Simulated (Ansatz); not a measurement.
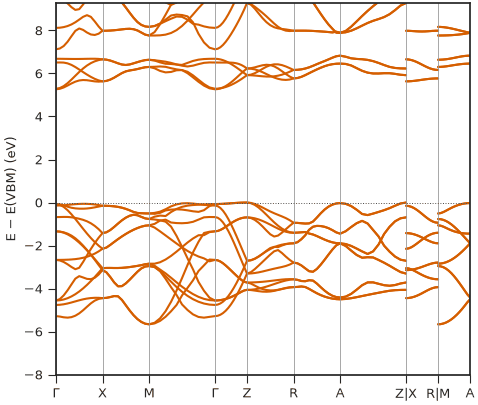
Fig. 1. Band structure from plane-wave PAW r²SCAN (Ansatz code)

Task: Read off the gap and where the band edges lie.

Result: About 5.3 eV (5.27 eV by a search for the band edges); maximum at Z, minimum at Γ.

Task: Which compound is it?
A. SiO2, P4_12_12 (Si on 4a, O on 8b)
B. HfO2, P4_2/nmc (Hf on 2a, O on 4d)
C. SiO2, rutile
D. MgO, P4_2/mnm (Mg on 4g, O on 4f)

Result: B, HfO2, P4_2/nmc (Hf on 2a, O on 4d)

This is a known high-temperature phase of the composition, computed here at zero pressure and temperature. Symmetry was held in the r²SCAN relaxation; its stability against distortions is not shown here. No spin polarisation was allowed. Spin–orbit coupling is left out wherever it is not named.

Potentials: the earlier of the program's two PAW sets. The files were generated under PBE; for other functionals the program regenerates the frozen cores, and for LDA and PBEsol the local potential too.
